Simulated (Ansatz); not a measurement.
# One shape, several levels: singlet [AlBr2]+

Wanted: a comparison of 6 runs (HF/cc-pVTZ, B3LYP/6-31G*, BLYP/cc-pVTZ, PBE0/cc-pVTZ, MP2/cc-pVTZ) of singlet [AlBr2]+. 

The results are computed with Ansatz 0.2.0.

14 further runs of the same task are left out: 14 set aside as unsound or not needed. Runs told in other sessions of the task aren't counted.

**1. The molecule**

[AlBr2]+ has 3 atoms, charge +1, and is taken as a singlet. As SMILES of the parent species, `[Br][Al][Br]`. The coordinates come from a PBE0-D4/def2-TZVP relaxation. That shape belongs to the parent species and isn't relaxed for this state.

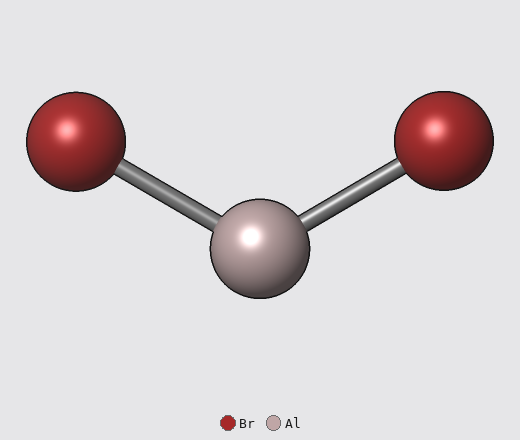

The structure, seen from a chosen angle (bromine red, aluminium light grey).

**2. The energy at HF/cc-pVTZ (run 1)**

molecule.yaml

```yaml
basis:
  gaussian:
    orbitals: cc-pVTZ
crystal:
  periodic: [false, false, false]
  atoms:
    - {symbol: Br, position_ang: [0.607000, 1.799800, 0.519400]}
    - {symbol: Al, position_ang: [0.569000, -0.451900, 0.265200]}
    - {symbol: Br, position_ang: [-1.186900, -1.412700, -0.797800]}
total_charge: 1
accuracy: high
hamiltonian:
  xc: hf
output: {orbitals: {seedname: orbitals}}
```

The run is started by

```sh
$ ansatz run molecule.yaml --threads 1 --pin off --max-ram 2610MiB --events-out events.jsonl --progress --plain --runs-dir runs
```

Output:

```text
Warning: RAYON_NUM_THREADS=1 ignored (pool sized by the plan → 1); use --threads N
Functional definition: HF
  name "HF"
  exchange = exact_x
  correlation = 0
1722 factors; integrals over basis functions are off by at most 3.9e-9 eV
mean field evaluation 1: about -146576.3086 eV, gradient 2.5e1 eV
mean field evaluation 2: about -146576.4914 eV, gradient 2.5e1 eV
mean field evaluation 4: about -146578.6002 eV, gradient 1.4e0 eV
mean field evaluation 8: about -146578.6361 eV, gradient 6.6e-2 eV
mean field evaluation 16: about -146578.6362 eV, gradient 2.3e-8 eV
mean field -146578.63623051 eV, -5386.6655269030 hartree, gradient 2.8e-8 eV, S^2 0.000000; 0 other end points of the search recorded, 0 dependent functions left out
reference -146578.63623051 eV, -5386.6655269030 hartree; 41, 41 occupied and 79, 79 virtual orbitals, 1722 factors
Total energy: -146578.63623051 eV, -5386.6655269030 hartree
```

Run time: 6 s. Hardware: 1 thread of Arm Neoverse V2, shared host; peak memory 0.36 GiB.

**3. A single-point energy at B3LYP/6-31G(d) (spherical functions) (run 2)**

molecule.yaml

```yaml
crystal:
  periodic: [false, false, false]
  atoms:
    - {symbol: Br, position_ang: [0.607000, 1.799800, 0.519400]}
    - {symbol: Al, position_ang: [0.569000, -0.451900, 0.265200]}
    - {symbol: Br, position_ang: [-1.186900, -1.412700, -0.797800]}
basis:
  gaussian:
    orbitals: 6-31G_st_-spherical.json
output: {orbitals: {seedname: orbitals}}
total_charge: 1
hamiltonian:
  xc: {name: B3LYP}
accuracy: high
```

The basis set 6-31G* is read from a file made from the Basis Set Exchange's data (not shown).

The run is started by

```sh
$ ansatz run molecule.yaml --threads 1 --pin off --max-ram 2610MiB --events-out events.jsonl --progress --plain --runs-dir runs
```

Output:

```text
Warning: RAYON_NUM_THREADS=1 ignored (pool sized by the plan → 1); use --threads N
Functional definition: B3LYP
  name "B3LYP"
  parameter a0 = 0.2
  parameter ax = 0.72
  parameter ac = 0.81
  exchange = (1 - a0 - ax)*slater_x + ax*b88_x + a0*exact_x
  correlation = (1 - ac)*vwn_rpa_c + ac*lyp_c
1427 factors; integrals over basis functions are off by at most 1.5e-8 eV
mean field evaluation 1: about -146664.5490 eV, gradient 3.0e1 eV
mean field evaluation 2: about -146651.5287 eV, gradient 7.0e1 eV
mean field evaluation 4: about -146668.2543 eV, gradient 3.4e0 eV
mean field evaluation 8: about -146668.3463 eV, gradient 1.1e-1 eV
mean field evaluation 16: about -146668.3463 eV, gradient 7.8e-6 eV
mean field -146668.34631448 eV, -5389.9623116814 hartree, gradient 3.9e-8 eV, S^2 0.000000; 0 other end points of the search recorded, 0 dependent functions left out
reference -146668.34634644 eV, -5389.9623128559 hartree; 41, 41 occupied and 41, 41 virtual orbitals, 1427 factors
Total energy: -146668.34634644 eV, -5389.9623128559 hartree
```

Run time: 7.8 s. Hardware: 1 thread of Arm Neoverse V2, shared host; peak memory 0.27 GiB.

Runs 3 to 5 aren't shown in full; the table further down has their settings and results.

**4. The energy at MP2/cc-pVTZ (run 6)**

molecule.yaml

```yaml
crystal:
  periodic: [false, false, false]
  atoms:
    - symbol: Br
      position_ang: [0.607000, 1.799800, 0.519400]
    - symbol: Al
      position_ang: [0.569000, -0.451900, 0.265200]
    - symbol: Br
      position_ang: [-1.186900, -1.412700, -0.797800]
basis:
  gaussian:
    orbitals: cc-pVTZ
total_charge: 1
correlation:
  method: mp2
  frozen_orbitals: {Al: 5, Br: 9}
accuracy: high
```

The run is started by

```sh
$ ansatz run molecule.yaml --threads 1 --pin off --max-ram 2610MiB --events-out events.jsonl --progress --plain --runs-dir runs
```

Output:

```text
Warning: RAYON_NUM_THREADS=1 ignored (pool sized by the plan → 1); use --threads N
Functional definition: HF
  name "HF"
  exchange = exact_x
  correlation = 0
1722 factors; integrals over basis functions are off by at most 3.9e-9 eV
mean field evaluation 1: about -146576.3086 eV, gradient 2.5e1 eV
mean field evaluation 2: about -146576.4914 eV, gradient 2.5e1 eV
mean field evaluation 4: about -146578.6002 eV, gradient 1.4e0 eV
mean field evaluation 8: about -146578.6361 eV, gradient 6.6e-2 eV
mean field evaluation 16: about -146578.6362 eV, gradient 2.3e-8 eV
mean field -146578.63623051 eV, -5386.6655269030 hartree, gradient 2.8e-8 eV, S^2 0.000000; 0 other end points of the search recorded, 0 dependent functions left out
23 core orbitals not correlated: weight in the atoms' cores, before any rotation towards them, 1.000 or more for the frozen orbitals, at most 0.000 for the correlated occupied ones
reference -146578.63623051 eV, -5386.6655269030 hartree; 18, 18 occupied and 79, 79 virtual orbitals, 1722 factors
second order -13.41021314 eV of doubles, -0.00000000 eV of singles
Total energy: -146592.04644364 eV, -5387.1583431460 hartree
```

Run time: 7.8 s. Hardware: 1 thread of Arm Neoverse V2, shared host; peak memory 0.36 GiB.

**5. All runs side by side**

```csv
run,level,Cartesian functions,frozen core orbitals,energy (Eh),HOMO energy (eV),LUMO energy (eV),HOMO–LUMO gap (eV),wall time
1,HF/cc-pVTZ,no,–,-5386.665527,-16.79,-7.62,9.17,6 s
2,B3LYP/6-31G* (spherical functions),no,–,-5389.962313,-13.77,-10.75,3.02,7.8 s
3,B3LYP/6-31G* (Cartesian functions),yes,–,-5389.980979,-13.77,-10.75,3.02,7.2 s
4,BLYP/cc-pVTZ,no,–,-5390.692082,-12.62,-10.99,1.63,11 s
5,PBE0/cc-pVTZ,no,–,-5389.918536,-14.02,-10.40,3.62,16 s
6,MP2/cc-pVTZ,no,23,-5387.158343,–,–,–,7.8 s
```

**6. Results**

| quantity | value |
| --- | --- |
| run 6: total energy | -5387.15834 Eh |
| run 6: correlation energy (23 core orbitals frozen) | -492.8 mEh |

What this shows: Over runs 1, 2, 3, 4, 5 the HOMO–LUMO gap runs from 1.63 eV (BLYP/cc-pVTZ) to 9.17 eV (HF/cc-pVTZ). Exact exchange widens orbital gaps. Totals of different functionals can't be ranked against each other. All runs together took 55 s, the longest 16 s.
